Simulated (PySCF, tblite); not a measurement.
# C2H11N2Si2 radical, a small gas-phase stand-in for a defect centre (Si site with back bonds N[SiH3], C, C): EPR parameters

Wanted: the EPR parameters for `C[Si](C)([NH])N[SiH3]`. It is drawn as: nitrogen radical.

Programs: tblite 0.8.0 and PySCF 2.14.0. All values are calculated, for the isolated system unless a continuum is named. Atoms count from 0, parts from 1.

## (1) Starting point

17 atoms, charge 0, multiplicity 2; geometry: distance geometry start.

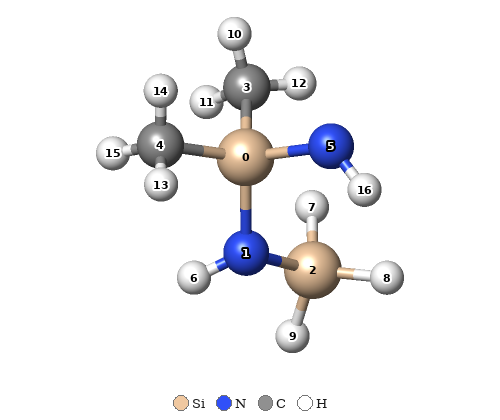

The starting geometry (silicon light orange, nitrogen blue, carbon grey, hydrogen white), atoms numbered.

## (2) Geometry optimisation with GFN2-xTB

The job: settings as JSON, then the geometry in Å.

```
{"job": {"kind": "relax", "xc": "GFN2-xTB", "basis": "xTB"}, "charge": 0, "multiplicity": 2}
Si    -0.750226     0.095266     0.726203
N      0.128408    -1.061519     1.839729
Si     1.835068    -0.643268     2.268227
C      0.315707     0.550386    -0.653270
C     -2.300947    -0.689878     0.107739
N     -1.184449     1.608451     1.688992
H     -0.062102    -2.053095     1.675469
H      2.505075    -0.194747     1.100023
H      1.837750     0.402965     3.223571
H      2.506520    -1.775361     2.776761
H     -0.236629     1.031620    -1.390762
H      0.763857    -0.316569    -1.049031
H      1.054634     1.203789    -0.364697
H     -2.918314    -0.920819     0.909741
H     -2.798761    -0.022516    -0.515123
H     -2.039608    -1.555944    -0.399839
H     -1.176633     1.679318     2.708951
```

Method: GFN2-xTB geometry optimisation, gas phase.

On the command line:

```console
$ OMP_NUM_THREADS=1 python cluster_run.py task.json out
```

The driver reads the jobs from task.json and runs them one after another.

**Question.** The jobs that follow are: PBE0-D3(BJ)/def2-SVP geometry optimisation, gas phase; UKS B3LYP, IGLO-III on C N Si, pcH-1 on H, non-relativistic, mean-field spin-orbit, GIAO; UKS BHandHLYP, IGLO-III on C N Si, pcH-1 on H, non-relativistic, mean-field spin-orbit, GIAO. Predict: point group; rotational constants (main isotopes); g(iso) (B3LYP); ⟨S²⟩; largest a(iso).

**Answer**, as computed:

| quantity | value |
| --- | --- |
| point group | C1 |
| rotational constants (main isotopes) | 3.29, 1.33, 1.29 GHz |
| g(iso) (B3LYP) | 2.00525 |
| ⟨S²⟩ | 0.754 (exact 0.75) |
| largest a(iso) | 1H on H16, -56.9 MHz |

The start of the PBE0/def2-SVP relaxation was shaken at random by about 0.01 Å, so part of the energy gained, and of the first lengths quoted, undoes that. Over 6 steps the energy fell by 0.516 eV; of the close pairs, Si0–N5 changed most, 1.685 to 1.763 Å (PBE0/def2-SVP). No frequency check was run at this level, so the end point may be a saddle. N5 carries the largest spin population, 0.99 e. The isotropic g lies 2.9 ppt above the free-electron value. The coupling of 1H on H16 runs from -66.3 (BHandHLYP/IGLO-III+pcH-1) to -56.9 MHz (B3LYP/IGLO-III+pcH-1). A capped cluster stands for the solid here, so long-range fields and strain are missing, and bands or shifts of the capping hydrogens have no counterpart in it.
